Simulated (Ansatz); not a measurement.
# Molecular dynamics of CH16O7 (part 1 of 5)

CH16O7 (disordered cell, 24 atoms in the cell), computed with DFT PBE-D3(BJ), scalar-relativistic, plane waves, PAW, no spin polarisation (Ansatz 0.2.0).

It belongs to a series of runs on one base structure; here: dynamics from the last frame of the run before. Figures and captions count atoms from 1; the log counts them from 0 in places.

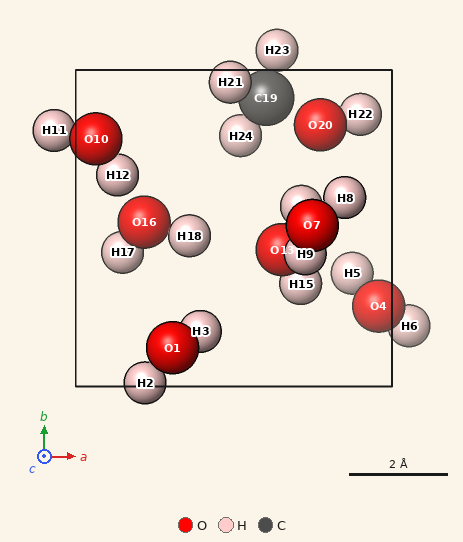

The input geometry (spheres-only view of the cell of the calculation, along the c axis; atoms are numbered from 1 in the order of the input).

Input file
```yaml
accuracy: low
crystal:
  lattice:
    - [6.476841, 0.0, 0.0]
    - [0.0, 6.476841, 0.0]
    - [0.0, 0.0, 6.476841]
  atoms:
    - { symbol: O, position: [0.30647361, 1.12262564, 0.87762651] }
    - { symbol: H, position: [0.2193924, 1.01149532, 0.8046706] }
    - { symbol: H, position: [0.39416789, 1.17412073, 0.77103509] }
    - { symbol: O, position: [0.95791313, 0.25410896, 0.15228651] }
    - { symbol: H, position: [0.8740689, 0.35803713, 0.06900714] }
    - { symbol: H, position: [1.05340021, 0.1917854, 0.05435726] }
    - { symbol: O, position: [0.748012, 0.50884458, 0.92267869] }
    - { symbol: H, position: [0.85055192, 0.59710594, 0.84486303] }
    - { symbol: H, position: [0.72560484, 0.4192191, 0.80053911] }
    - { symbol: O, position: [0.06413127, 0.78250211, 0.71305426] }
    - { symbol: H, position: [-0.06806463, 0.80905503, 0.6420688] }
    - { symbol: H, position: [0.13257893, 0.66846261, 0.64075844] }
    - { symbol: O, position: [0.65288044, 0.43260172, 0.49038468] }
    - { symbol: H, position: [0.71364741, 0.5694757, 0.46094706] }
    - { symbol: H, position: [0.7111844, 0.32537257, 0.38319271] }
    - { symbol: O, position: [0.21649747, 0.51937328, 0.4075618] }
    - { symbol: H, position: [0.14855059, 0.42412361, 0.31917474] }
    - { symbol: H, position: [0.35990283, 0.47628942, 0.43944675] }
    - { symbol: C, position: [0.60254244, 0.91212047, 0.27616101] }
    - { symbol: O, position: [0.77379634, 0.82695194, 0.39097062] }
    - { symbol: H, position: [0.48879272, 0.96170153, 0.40260885] }
    - { symbol: H, position: [0.9001677, 0.86002503, 0.31980868] }
    - { symbol: H, position: [0.63657141, 1.06255274, 0.19587489] }
    - { symbol: H, position: [0.5213953, 0.79265297, 0.17300274] }
basis:
  ecutwfc: 420.0
kpoints:
  mp_grid: { grid: [1, 1, 1] }
hamiltonian:
  xc: pbe
  dispersion: d3bj
scf:
  occupations: { method: fermi_dirac, width: 0.02 }
  lower_state_search: "off"
md:
  timestep: 0.75
  n_steps: 400
  ensemble: nve
  temperature: 350.0
  initial_velocities: maxwell_boltzmann
  seed: 170988
```

Run on 1 thread of Arm Neoverse V1, 24 GiB of memory available, shared host.

Launched with:
```bash
ansatz run input.yaml --threads 1 --pin off --max-ram 3072MiB --backend cpu --events-out ev --progress --plain --runs-dir out
```

Output
```
Warning: md: disabling space-group detection — thermal motion breaks the input geometry's symmetry, so no spatial operation reduces the k-mesh or symmetrises the density; time reversal is kept, so that k and −k are solved as one point where they differ and the mesh holds both, and exact exchange and, on two spinor components, a DFT+U term hold to it where the run has them: on two components no moment then forms, and a state that bears one, which a typed moment (crystal.atoms[].spin; refused beside efield: under a hybrid functional) reaches, can lie lower, under hf by electronvolts; crystal.symmetry.detect: false (a key that needs symmetry detection or time reversal refuses this as the deck is read) with time_reversal: false beside it drops time reversal too
Engine: ansatz 0.2.0, aarch64-unknown-linux-gnu
Pseudopotentials: kind: paw
Pseudopotential: O, paw, valence charge 6, recommended cutoff 420 eV (normal), O.paw.azcp
Pseudopotential: H, paw, valence charge 1, recommended cutoff 420 eV (normal), H.paw.azcp
Pseudopotential: C, paw, valence charge 4, recommended cutoff 420 eV (normal), C.paw.azcp
Functional definition: PBE
  parameter kappa = 0.804
  parameter beta = 0.06672455060314922
  exchange = pbe_x(kappa = kappa, mu = beta*pi^2/3)
  correlation = pbe_c(beta = beta)
Crystal: 24 atoms, lattice volume = 271.700 Å³
Basis set: ecut = 420 eV, 5377 PW (Γ), exchange–correlation on 90×90×90 points (8 copies of the dense FFT grid, shifted against one another)
Bands: 55, of which v1, the nominal top of the filled ones, is band 31 counted from 1 (30 counted from 0)
Symmetry: 1 space group operations
k-points: 1
Non-local potential: O, projectors of the file, l = 0: 2, l = 1: 2, l = 2: 1
Non-local potential: H, projectors of the file, l = 0: 2, l = 1: 1
Non-local potential: C, projectors of the file, l = 0: 2, l = 1: 2, l = 2: 1
PAW form: soft (Blöchl's): semilocal exchange-correlation on the pseudo side does not see the compensation charge
PAW one-centre angular grid: O, 110 points (default); XC on 64 Gauss nodes
PAW one-centre angular grid: H, 110 points (default); XC on 64 Gauss nodes
PAW one-centre angular grid: C, 110 points (default); XC on 64 Gauss nodes
Initial density: superposition of atomic densities (neutral atoms: chi_scale 0, normalization atom), corrected by the library's trained network
Initial wavefunctions: pseudopotential atomic-orbital guess
Functional: x = pbe(κ = 0.804, μ = 0.2195149727645171), c = pbe(β = 0.06672455060314922)
SCF iter   1: F=—  HF=-4479.865732 eV  |F-HF|=—  |Δ(HF+E_count)|=         —  Δρ=3.15e-3  dr2=2.27e-2  ethr=1.77e-3  ⟨swp⟩=7.0  Hψ=275  notcnv=0  defer=2
preconditioner: auto → Resta (q_TF=auto, 2.133 Å⁻¹)  ε∞=2.1  [insulator: Δε(μ)=4.776 eV  Ē_g=17.036 eV  σ=0.020 eV  W_gap=1.00  n_scr=32 (ndim 8)  ℏωp=17.7 eV  f_vac=0.313  D(μ)=0.00/eV (n_scr^D=0)  ε∞_Penn≈2.1]
SCF iter   2: F=—  HF=-4479.858540 eV  |F-HF|=—  |Δ(HF+E_count)|=   7.19e-3  Δρ=1.53e-3  dr2=4.54e-3  ethr=3.66e-5  ⟨swp⟩=2.0  Hψ=103  notcnv=0  defer=16
SCF iter   3: F=—  HF=-4479.855938 eV  |F-HF|=—  |Δ(HF+E_count)|=   2.60e-3  Δρ=6.03e-4  dr2=1.13e-3  ethr=7.33e-6  ⟨swp⟩=2.0  Hψ=75  notcnv=0  defer=16
SCF iter   4: F=—  HF=-4479.855649 eV  |F-HF|=—  |Δ(HF+E_count)|=   2.89e-4  Δρ=1.61e-4  dr2=6.70e-5  ethr=1.82e-6  ⟨swp⟩=2.0  Hψ=75  notcnv=0  defer=16
SCF iter   5: F=—  HF=-4479.855689 eV  |F-HF|=—  |Δ(HF+E_count)|=   4.02e-5  Δρ=5.97e-5  dr2=8.55e-6  ethr=1.08e-7  ⟨swp⟩=2.0  Hψ=62  notcnv=0  defer=16
SCF iter   6: F=—  HF=-4479.855694 eV  |F-HF|=—  |Δ(HF+E_count)|=   4.86e-6  Δρ=2.18e-5  dr2=9.32e-7  ethr=1.38e-8  ⟨swp⟩=2.0  Hψ=65  notcnv=0  defer=16
SCF iter   7: F=—  HF=-4479.855694 eV  |F-HF|=—  |Δ(HF+E_count)|=   1.13e-7  Δρ=7.45e-6  dr2=1.13e-7  ethr=1.50e-9  ⟨swp⟩=2.0  Hψ=65  notcnv=0  defer=16
SCF iter   8: F=-4479.855694 eV  HF=-4479.855694 eV  |F-HF|=2.62e-10  |Δ(HF+E_count)|=   4.07e-9  Δρ=1.79e-6  dr2=8.74e-9  ethr=3.87e-11  ⟨swp⟩=5.0  Hψ=167  notcnv=0
SCF 1 converged in 8 iterations: F = -4479.855694 eV  dr2 = 8.74e-9
  greatest PAW one-centre occupation: 0.868 electrons in one spin orbital (limit 2), on the O atom at site 6 (counted from 0), in its partial waves of l = 0
md step     0: t =     0.00 fs  T =   350.0 K  F+E_penalty+E_count = -4479.85569405 eV  E_kin = 1.040543 eV  conserved = -4478.81515105 eV  (8 SCF iters)
Initial density: handed on by an earlier stage of this run
Initial wavefunctions: those handed on with the density
iter 1 solved again at ethr=8.10e-5 eV; its pass at ethr=3.10e-3 eV (dr2=5.02e-2 eV) is discarded
SCF iter   1: F=—  HF=-4479.737770 eV  |F-HF|=—  |Δ(HF+E_count)|=         —  Δρ=5.67e-3  dr2=4.95e-2  ethr=8.10e-5  ⟨swp⟩=4.0  Hψ=251  notcnv=0
preconditioner: auto → Resta (q_TF=auto, 2.133 Å⁻¹)  ε∞=2.1  [insulator: Δε(μ)=4.805 eV  Ē_g=17.059 eV  σ=0.020 eV  W_gap=1.00  n_scr=32 (ndim 8)  ℏωp=17.7 eV  f_vac=0.323  D(μ)=0.00/eV (n_scr^D=0)  ε∞_Penn≈2.1]
SCF iter   2: F=—  HF=-4479.726614 eV  |F-HF|=—  |Δ(HF+E_count)|=   1.12e-2  Δρ=2.32e-3  dr2=5.88e-3  ethr=7.98e-5  ⟨swp⟩=2.0  Hψ=106  notcnv=0
SCF iter   3: F=—  HF=-4479.725790 eV  |F-HF|=—  |Δ(HF+E_count)|=   8.23e-4  Δρ=1.02e-3  dr2=1.02e-3  ethr=9.48e-6  ⟨swp⟩=2.0  Hψ=93  notcnv=0  defer=10
SCF iter   4: F=—  HF=-4479.725823 eV  |F-HF|=—  |Δ(HF+E_count)|=   3.25e-5  Δρ=2.23e-4  dr2=5.47e-5  ethr=1.65e-6  ⟨swp⟩=3.0  Hψ=78  notcnv=0  defer=10
SCF iter   5: F=—  HF=-4479.725877 eV  |F-HF|=—  |Δ(HF+E_count)|=   5.39e-5  Δρ=5.50e-5  dr2=6.15e-6  ethr=8.83e-8  ⟨swp⟩=2.0  Hψ=66  notcnv=0  defer=10
SCF iter   6: F=—  HF=-4479.725883 eV  |F-HF|=—  |Δ(HF+E_count)|=   6.43e-6  Δρ=1.37e-5  dr2=4.75e-7  ethr=9.93e-9  ⟨swp⟩=2.0  Hψ=68  notcnv=0  defer=10
SCF iter   7: F=—  HF=-4479.725883 eV  |F-HF|=—  |Δ(HF+E_count)|=   1.08e-7  Δρ=3.83e-6  dr2=4.23e-8  ethr=7.66e-10  ⟨swp⟩=2.0  Hψ=66  notcnv=0  defer=10
SCF iter   8: F=-4479.725883 eV  HF=-4479.725883 eV  |F-HF|=4.61e-9  |Δ(HF+E_count)|=   1.14e-8  Δρ=1.85e-6  dr2=7.39e-9  ethr=3.87e-11  ⟨swp⟩=5.0  Hψ=165  notcnv=0
SCF 2 converged in 8 iterations: F = -4479.725883 eV  dr2 = 7.39e-9
  greatest PAW one-centre occupation: 0.867 electrons in one spin orbital (limit 2), on the O atom at site 6 (counted from 0), in its partial waves of l = 0
md step     1: t =     0.75 fs  T =   309.2 K  F+E_penalty+E_count = -4479.72588319 eV  E_kin = 0.919280 eV  conserved = -4478.80660322 eV  (8 SCF iters, 3 dispersion substeps)
[... from here on the SCF iterations and repeated set-up lines of each step are left out, up to the last step ...]
md step     2: t =     1.50 fs  T =   282.7 K  F+E_penalty+E_count = -4479.63891429 eV  E_kin = 0.840594 eV  conserved = -4478.79832019 eV  (8 SCF iters, 3 dispersion substeps)
md step     3: t =     2.25 fs  T =   305.1 K  F+E_penalty+E_count = -4479.71126861 eV  E_kin = 0.907163 eV  conserved = -4478.80410578 eV  (8 SCF iters, 3 dispersion substeps)
md step     4: t =     3.00 fs  T =   353.2 K  F+E_penalty+E_count = -4479.86515301 eV  E_kin = 1.050165 eV  conserved = -4478.81498843 eV  (8 SCF iters, 3 dispersion substeps)
md step     5: t =     3.75 fs  T =   381.6 K  F+E_penalty+E_count = -4479.94917133 eV  E_kin = 1.134480 eV  conserved = -4478.81469132 eV  (7 SCF iters, 3 dispersion substeps)
md step     6: t =     4.50 fs  T =   385.0 K  F+E_penalty+E_count = -4479.95505878 eV  E_kin = 1.144693 eV  conserved = -4478.81036567 eV  (5 SCF iters, 3 dispersion substeps)
md step     7: t =     5.25 fs  T =   378.4 K  F+E_penalty+E_count = -4479.93695056 eV  E_kin = 1.124837 eV  conserved = -4478.81211357 eV  (5 SCF iters, 3 dispersion substeps)
md step     8: t =     6.00 fs  T =   360.9 K  F+E_penalty+E_count = -4479.88361143 eV  E_kin = 1.072857 eV  conserved = -4478.81075437 eV  (6 SCF iters, 3 dispersion substeps)
md step     9: t =     6.75 fs  T =   342.0 K  F+E_penalty+E_count = -4479.82049259 eV  E_kin = 1.016678 eV  conserved = -4478.80381414 eV  (7 SCF iters, 3 dispersion substeps)
md step    10: t =     7.50 fs  T =   347.7 K  F+E_penalty+E_count = -4479.83724781 eV  E_kin = 1.033773 eV  conserved = -4478.80347461 eV  (8 SCF iters, 3 dispersion substeps)
md step    11: t =     8.25 fs  T =   377.2 K  F+E_penalty+E_count = -4479.93323378 eV  E_kin = 1.121546 eV  conserved = -4478.81168799 eV  (6 SCF iters, 3 dispersion substeps)
md step    12: t =     9.00 fs  T =   395.6 K  F+E_penalty+E_count = -4479.99254732 eV  E_kin = 1.175965 eV  conserved = -4478.81658251 eV  (6 SCF iters, 3 dispersion substeps)
md step    13: t =     9.75 fs  T =   382.5 K  F+E_penalty+E_count = -4479.94793559 eV  E_kin = 1.137255 eV  conserved = -4478.81068101 eV  (5 SCF iters, 3 dispersion substeps)
md step    14: t =    10.50 fs  T =   363.5 K  F+E_penalty+E_count = -4479.88318014 eV  E_kin = 1.080628 eV  conserved = -4478.80255196 eV  (5 SCF iters, 3 dispersion substeps)
md step    15: t =    11.25 fs  T =   370.9 K  F+E_penalty+E_count = -4479.90861573 eV  E_kin = 1.102819 eV  conserved = -4478.80579624 eV  (5 SCF iters, 3 dispersion substeps)
md step    16: t =    12.00 fs  T =   391.9 K  F+E_penalty+E_count = -4479.98003256 eV  E_kin = 1.165249 eV  conserved = -4478.81478389 eV  (6 SCF iters, 3 dispersion substeps)
md step    17: t =    12.75 fs  T =   390.1 K  F+E_penalty+E_count = -4479.97447033 eV  E_kin = 1.159734 eV  conserved = -4478.81473614 eV  (6 SCF iters, 3 dispersion substeps)
md step    18: t =    13.50 fs  T =   365.4 K  F+E_penalty+E_count = -4479.89266725 eV  E_kin = 1.086417 eV  conserved = -4478.80624997 eV  (6 SCF iters, 3 dispersion substeps)
md step    19: t =    14.25 fs  T =   352.7 K  F+E_penalty+E_count = -4479.85183895 eV  E_kin = 1.048435 eV  conserved = -4478.80340394 eV  (5 SCF iters, 3 dispersion substeps)
md step    20: t =    15.00 fs  T =   365.1 K  F+E_penalty+E_count = -4479.89464711 eV  E_kin = 1.085454 eV  conserved = -4478.80919264 eV  (8 SCF iters, 3 dispersion substeps)
md step    21: t =    15.75 fs  T =   380.4 K  F+E_penalty+E_count = -4479.94385100 eV  E_kin = 1.130977 eV  conserved = -4478.81287412 eV  (6 SCF iters, 3 dispersion substeps)
md step    22: t =    16.50 fs  T =   379.0 K  F+E_penalty+E_count = -4479.93945589 eV  E_kin = 1.126791 eV  conserved = -4478.81266516 eV  (5 SCF iters, 3 dispersion substeps)
md step    23: t =    17.25 fs  T =   357.8 K  F+E_penalty+E_count = -4479.87644851 eV  E_kin = 1.063819 eV  conserved = -4478.81262904 eV  (5 SCF iters, 3 dispersion substeps)
md step    24: t =    18.00 fs  T =   319.6 K  F+E_penalty+E_count = -4479.76053667 eV  E_kin = 0.950092 eV  conserved = -4478.81044427 eV  (5 SCF iters, 3 dispersion substeps)
md step    25: t =    18.75 fs  T =   279.3 K  F+E_penalty+E_count = -4479.63440217 eV  E_kin = 0.830493 eV  conserved = -4478.80390959 eV  (5 SCF iters, 3 dispersion substeps)
md step    26: t =    19.50 fs  T =   268.3 K  F+E_penalty+E_count = -4479.59735354 eV  E_kin = 0.797513 eV  conserved = -4478.79984050 eV  (5 SCF iters, 3 dispersion substeps)
md step    27: t =    20.25 fs  T =   301.8 K  F+E_penalty+E_count = -4479.70362933 eV  E_kin = 0.897284 eV  conserved = -4478.80634554 eV  (5 SCF iters, 3 dispersion substeps)
md step    28: t =    21.00 fs  T =   348.9 K  F+E_penalty+E_count = -4479.85459770 eV  E_kin = 1.037273 eV  conserved = -4478.81732508 eV  (6 SCF iters, 3 dispersion substeps)
md step    29: t =    21.75 fs  T =   359.3 K  F+E_penalty+E_count = -4479.88779757 eV  E_kin = 1.068046 eV  conserved = -4478.81975128 eV  (6 SCF iters, 3 dispersion substeps)
md step    30: t =    22.50 fs  T =   321.3 K  F+E_penalty+E_count = -4479.76590681 eV  E_kin = 0.955306 eV  conserved = -4478.81060119 eV  (8 SCF iters, 3 dispersion substeps)
md step    31: t =    23.25 fs  T =   276.4 K  F+E_penalty+E_count = -4479.62227122 eV  E_kin = 0.821664 eV  conserved = -4478.80060698 eV  (7 SCF iters, 3 dispersion substeps)
md step    32: t =    24.00 fs  T =   269.1 K  F+E_penalty+E_count = -4479.60195064 eV  E_kin = 0.800058 eV  conserved = -4478.80189248 eV  (5 SCF iters, 3 dispersion substeps)
md step    33: t =    24.75 fs  T =   298.2 K  F+E_penalty+E_count = -4479.69491458 eV  E_kin = 0.886600 eV  conserved = -4478.80831493 eV  (5 SCF iters, 3 dispersion substeps)
md step    34: t =    25.50 fs  T =   335.1 K  F+E_penalty+E_count = -4479.80771403 eV  E_kin = 0.996285 eV  conserved = -4478.81142867 eV  (6 SCF iters, 3 dispersion substeps)
md step    35: t =    26.25 fs  T =   358.9 K  F+E_penalty+E_count = -4479.88124276 eV  E_kin = 1.067044 eV  conserved = -4478.81419842 eV  (5 SCF iters, 3 dispersion substeps)
md step    36: t =    27.00 fs  T =   354.9 K  F+E_penalty+E_count = -4479.87141274 eV  E_kin = 1.055228 eV  conserved = -4478.81618507 eV  (5 SCF iters, 3 dispersion substeps)
md step    37: t =    27.75 fs  T =   319.5 K  F+E_penalty+E_count = -4479.76112138 eV  E_kin = 0.949981 eV  conserved = -4478.81114030 eV  (6 SCF iters, 3 dispersion substeps)
md step    38: t =    28.50 fs  T =   279.7 K  F+E_penalty+E_count = -4479.63375339 eV  E_kin = 0.831647 eV  conserved = -4478.80210682 eV  (6 SCF iters, 3 dispersion substeps)
md step    39: t =    29.25 fs  T =   276.2 K  F+E_penalty+E_count = -4479.62139550 eV  E_kin = 0.821153 eV  conserved = -4478.80024210 eV  (6 SCF iters, 3 dispersion substeps)
md step    40: t =    30.00 fs  T =   316.0 K  F+E_penalty+E_count = -4479.74796963 eV  E_kin = 0.939433 eV  conserved = -4478.80853637 eV  (8 SCF iters, 3 dispersion substeps)
md step    41: t =    30.75 fs  T =   360.8 K  F+E_penalty+E_count = -4479.89007237 eV  E_kin = 1.072768 eV  conserved = -4478.81730453 eV  (6 SCF iters, 3 dispersion substeps)
md step    42: t =    31.50 fs  T =   370.5 K  F+E_penalty+E_count = -4479.91789643 eV  E_kin = 1.101446 eV  conserved = -4478.81645045 eV  (6 SCF iters, 3 dispersion substeps)
md step    43: t =    32.25 fs  T =   348.2 K  F+E_penalty+E_count = -4479.84252274 eV  E_kin = 1.035109 eV  conserved = -4478.80741383 eV  (5 SCF iters, 3 dispersion substeps)
md step    44: t =    33.00 fs  T =   331.9 K  F+E_penalty+E_count = -4479.79016699 eV  E_kin = 0.986869 eV  conserved = -4478.80329808 eV  (5 SCF iters, 3 dispersion substeps)
md step    45: t =    33.75 fs  T =   340.6 K  F+E_penalty+E_count = -4479.82088513 eV  E_kin = 1.012724 eV  conserved = -4478.80816110 eV  (5 SCF iters, 3 dispersion substeps)
md step    46: t =    34.50 fs  T =   356.0 K  F+E_penalty+E_count = -4479.87048571 eV  E_kin = 1.058499 eV  conserved = -4478.81198715 eV  (5 SCF iters, 3 dispersion substeps)
md step    47: t =    35.25 fs  T =   358.6 K  F+E_penalty+E_count = -4479.87801860 eV  E_kin = 1.066226 eV  conserved = -4478.81179213 eV  (7 SCF iters, 3 dispersion substeps)
md step    48: t =    36.00 fs  T =   347.0 K  F+E_penalty+E_count = -4479.84127049 eV  E_kin = 1.031548 eV  conserved = -4478.80972291 eV  (6 SCF iters, 3 dispersion substeps)
md step    49: t =    36.75 fs  T =   332.6 K  F+E_penalty+E_count = -4479.79497311 eV  E_kin = 0.988903 eV  conserved = -4478.80606990 eV  (6 SCF iters, 3 dispersion substeps)
md step    50: t =    37.50 fs  T =   333.5 K  F+E_penalty+E_count = -4479.79594253 eV  E_kin = 0.991626 eV  conserved = -4478.80431642 eV  (8 SCF iters, 3 dispersion substeps)
md step    51: t =    38.25 fs  T =   356.7 K  F+E_penalty+E_count = -4479.86868691 eV  E_kin = 1.060327 eV  conserved = -4478.80835952 eV  (6 SCF iters, 3 dispersion substeps)
md step    52: t =    39.00 fs  T =   383.1 K  F+E_penalty+E_count = -4479.95353116 eV  E_kin = 1.138842 eV  conserved = -4478.81468905 eV  (5 SCF iters, 3 dispersion substeps)
md step    53: t =    39.75 fs  T =   385.2 K  F+E_penalty+E_count = -4479.96066697 eV  E_kin = 1.145298 eV  conserved = -4478.81536866 eV  (5 SCF iters, 3 dispersion substeps)
md step    54: t =    40.50 fs  T =   360.6 K  F+E_penalty+E_count = -4479.88164696 eV  E_kin = 1.071947 eV  conserved = -4478.80970016 eV  (5 SCF iters, 3 dispersion substeps)
md step    55: t =    41.25 fs  T =   337.0 K  F+E_penalty+E_count = -4479.80482004 eV  E_kin = 1.002032 eV  conserved = -4478.80278821 eV  (6 SCF iters, 3 dispersion substeps)
md step    56: t =    42.00 fs  T =   348.3 K  F+E_penalty+E_count = -4479.83694450 eV  E_kin = 1.035430 eV  conserved = -4478.80151492 eV  (6 SCF iters, 3 dispersion substeps)
md step    57: t =    42.75 fs  T =   398.0 K  F+E_penalty+E_count = -4479.99294360 eV  E_kin = 1.183189 eV  conserved = -4478.80975437 eV  (6 SCF iters, 3 dispersion substeps)
md step    58: t =    43.50 fs  T =   447.8 K  F+E_penalty+E_count = -4480.14959667 eV  E_kin = 1.331442 eV  conserved = -4478.81815495 eV  (5 SCF iters, 3 dispersion substeps)
md step    59: t =    44.25 fs  T =   455.9 K  F+E_penalty+E_count = -4480.17443911 eV  E_kin = 1.355408 eV  conserved = -4478.81903154 eV  (6 SCF iters, 3 dispersion substeps)
md step    60: t =    45.00 fs  T =   414.4 K  F+E_penalty+E_count = -4480.04539604 eV  E_kin = 1.232007 eV  conserved = -4478.81338884 eV  (8 SCF iters, 3 dispersion substeps)
md step    61: t =    45.75 fs  T =   350.6 K  F+E_penalty+E_count = -4479.84733789 eV  E_kin = 1.042401 eV  conserved = -4478.80493715 eV  (6 SCF iters, 3 dispersion substeps)
md step    62: t =    46.50 fs  T =   305.9 K  F+E_penalty+E_count = -4479.70917771 eV  E_kin = 0.909484 eV  conserved = -4478.79969343 eV  (5 SCF iters, 3 dispersion substeps)
md step    63: t =    47.25 fs  T =   306.1 K  F+E_penalty+E_count = -4479.71105546 eV  E_kin = 0.910001 eV  conserved = -4478.80105412 eV  (5 SCF iters, 3 dispersion substeps)
md step    64: t =    48.00 fs  T =   343.1 K  F+E_penalty+E_count = -4479.82868320 eV  E_kin = 1.020122 eV  conserved = -4478.80856073 eV  (5 SCF iters, 3 dispersion substeps)
md step    65: t =    48.75 fs  T =   379.3 K  F+E_penalty+E_count = -4479.94473581 eV  E_kin = 1.127713 eV  conserved = -4478.81702321 eV  (6 SCF iters, 3 dispersion substeps)
md step    66: t =    49.50 fs  T =   374.2 K  F+E_penalty+E_count = -4479.93194169 eV  E_kin = 1.112524 eV  conserved = -4478.81941767 eV  (5 SCF iters, 3 dispersi
[...]
SCF iter   3: F=—  HF=-4479.795653 eV  |F-HF|=—  |Δ(HF+E_count)|=   6.83e-5  Δρ=5.80e-4  dr2=4.61e-4  ethr=3.82e-6  ⟨swp⟩=2.0  Hψ=72  notcnv=0
SCF iter   4: F=—  HF=-4479.795643 eV  |F-HF|=—  |Δ(HF+E_count)|=   1.00e-5  Δρ=1.24e-4  dr2=2.80e-5  ethr=7.44e-7  ⟨swp⟩=2.0  Hψ=77  notcnv=0
SCF iter   5: F=—  HF=-4479.795831 eV  |F-HF|=—  |Δ(HF+E_count)|=   1.87e-4  Δρ=3.80e-5  dr2=4.27e-6  ethr=4.52e-8  ⟨swp⟩=2.0  Hψ=79  notcnv=0
SCF iter   6: F=—  HF=-4479.795829 eV  |F-HF|=—  |Δ(HF+E_count)|=   1.41e-6  Δρ=1.72e-5  dr2=7.34e-7  ethr=6.88e-9  ⟨swp⟩=2.0  Hψ=80  notcnv=0
SCF iter   7: F=—  HF=-4479.795829 eV  |F-HF|=—  |Δ(HF+E_count)|=   3.44e-8  Δρ=5.45e-6  dr2=7.56e-8  ethr=1.18e-9  ⟨swp⟩=2.0  Hψ=80  notcnv=0
SCF iter   8: F=-4479.795829 eV  HF=-4479.795829 eV  |F-HF|=3.50e-9  |Δ(HF+E_count)|=  9.09e-11  Δρ=1.53e-6  dr2=5.47e-9  ethr=3.87e-11  ⟨swp⟩=5.0  Hψ=148  notcnv=0
SCF 401 converged in 8 iterations: F = -4479.795829 eV  dr2 = 5.47e-9
md step   400: t =   300.00 fs  T =   336.1 K  F+E_penalty+E_count = -4479.79582913 eV  E_kin = 0.999309 eV  conserved = -4478.79652016 eV  (8 SCF iters, 3 dispersion substeps)
```
